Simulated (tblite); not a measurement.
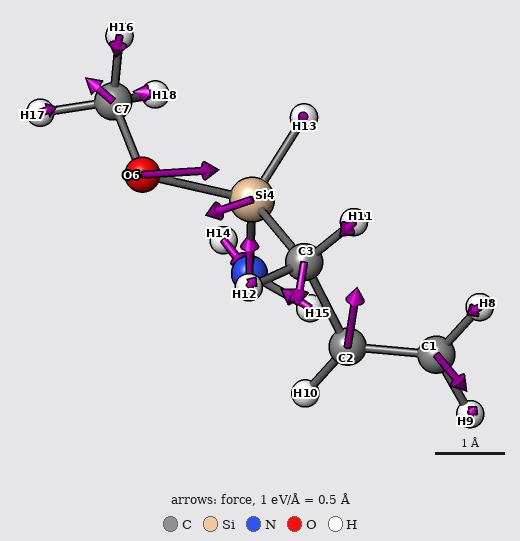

Starting geometry of C$_{4}$H$_{11}$NOSi with the computed forces as purple arrows. Style: ball-and-stick. Shown from a free direction.

Level of theory: tblite 0.8.0, GFN2-xTB geometry optimisation, gas phase. 

**Is this structure relaxed? If not, where do the atoms go?**

It isn't relaxed: the largest force vector, on the O atom, is 2.50 eV/Å. The final displacements have little in common with the starting forces (cosine between the two patterns 0.20). After 199 geometry steps the energy has fallen by 0.785 eV. The atom that moves furthest after the best rigid fit is an H atom (1.00 Å). Largest moves by element: H 1.00 Å, O 0.69 Å, N 0.52 Å, C 0.37 Å, Si 0.23 Å. Near-neighbour distances that change, for instance: O–Si 1.712 → 1.623 Å, N–Si 1.796 → 1.728 Å, C–Si 1.847 → 1.897 Å, C–C 1.517 → 1.482 Å. Among the angles between lasting bonds that change: Si–O–C 106.9° → 127.7°, C–C–C 116.0° → 125.1°, Si–N–H 111.4° → 119.3°. Groups turn about C–O by about 75°, C–Si by about 40°, O–Si by about 25°. The run took 2.4 s on 1 thread of Arm Neoverse N1, with other jobs on the host.
